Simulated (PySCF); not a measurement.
**TiOF2 (SMILES [O]=[Ti]([F])[F]) at TPSS/cc-pVDZ**

Aim: the vertical ionisation energy of TiOF2 at TPSS/cc-pVDZ, from 2 runs. Input form: a Python script.

The calculation is run with PySCF 2.14.0.

6 further runs of the same task are left out: 2 that didn't finish, 4 set aside as unsound or not needed.

## (1) The structure to begin with

The species is TiOF2 (4 atoms), meant as a singlet with charge 0. As SMILES, `[O]=[Ti]([F])[F]`. Geometry: a GFN2-xTB relaxation, a rough one for these elements and not checked as a minimum.

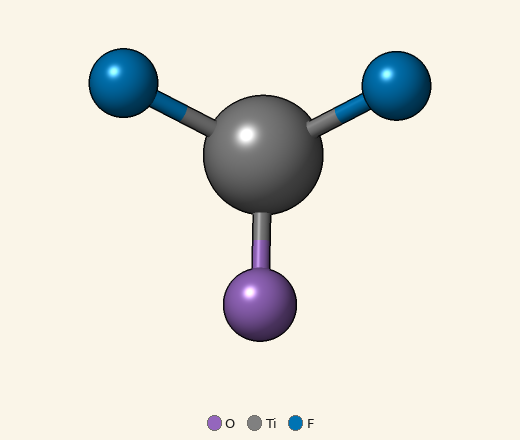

The structure, seen from a chosen angle (oxygen purple, titanium grey, fluorine blue).

## (2) The energy at TPSS/cc-pVDZ

Input file run.py:

```python
from pyscf import gto, dft

molecule = gto.Mole()
molecule.atom = 'O 0.126060 0.507440 1.465250; Ti -0.303530 -0.166110 0.083020; F 0.833410 -1.354510 -0.428040; F -0.655940 1.013190 -1.120230'
molecule.max_memory = 1860
molecule.charge = 0
molecule.basis = 'cc-pvdz'
molecule.verbose = 3
molecule.build()

mf = dft.RKS(molecule, xc='tpss')
mf.conv_tol = 1e-10
mf.grids.level = 5
mf.kernel()
if not mf.converged:
    mf = mf.newton().run(mf.mo_coeff, mf.mo_occ)

energy = mf.e_tot
print('E(%s) = %.9f' % ('TPSS', energy))
```

Run with:

```
OMP_NUM_THREADS=1 python run.py
```

Standard output:

```text
converged SCF energy = -1124.66824006279
E(TPSS) = -1124.668240063
```

Run time: 16 s. Hardware: 1 thread of AMD EPYC 9R45 (Zen 5), shared host; peak memory 0.47 GiB.

## (3) The doublet cation at the same level

Input file job.py:

```python
from pyscf import gto, dft

mol = gto.Mole()
mol.atom = 'O 0.126060 0.507440 1.465250; Ti -0.303530 -0.166110 0.083020; F 0.833410 -1.354510 -0.428040; F -0.655940 1.013190 -1.120230'
mol.basis = 'cc-pvdz'
mol.max_memory = 1860
mol.verbose = 3
mol.spin = 1
mol.charge = 1
mol.build()

calc0 = dft.UKS(mol)
calc0.xc = 'tpss'
calc0.grids.level = 5
calc0.conv_tol = 1e-10
calc0.kernel()
if not calc0.converged:
    calc0 = calc0.newton().run(calc0.mo_coeff, calc0.mo_occ)

e_tot = calc0.e_tot
print('E(%s) = %.9f' % ('TPSS', e_tot))
```

Run with:

```
OMP_NUM_THREADS=1 python job.py
```

Standard output:

```text
converged SCF energy = -1124.2406721529  <S^2> = 0.75735267  2S+1 = 2.0073392
E(TPSS) = -1124.240672153
```

Wall time 31 s (1 thread of AMD EPYC 9R45 (Zen 5), shared host); peak memory 0.48 GiB.

## (4) Outcome

At TPSS/cc-pVDZ:

| quantity | value |
| --- | --- |
| singlet TiOF2: total energy | -1124.66824 Eh |
| singlet TiOF2: dipole moment | 3.85 D |
| singlet TiOF2: HOMO energy | -7.73 eV |
| singlet TiOF2: LUMO energy | -3.92 eV |
| singlet TiOF2: HOMO–LUMO gap | 3.81 eV |
| doublet cation: total energy | -1124.24067 Eh |
| doublet cation: HOMO energy (highest over α and β) | -16.50 eV |
| doublet cation: LUMO energy (lowest over α and β) | -15.46 eV |
| doublet cation: ⟨S²⟩ | 0.757 |
| vertical ionisation energy (to the doublet cation) | 11.635 eV |

Removing an electron at fixed nuclei costs 11.63 eV (268 kcal/mol). −ε(HOMO) before ionisation, 7.73 eV, is 3.90 eV below this ionisation energy.
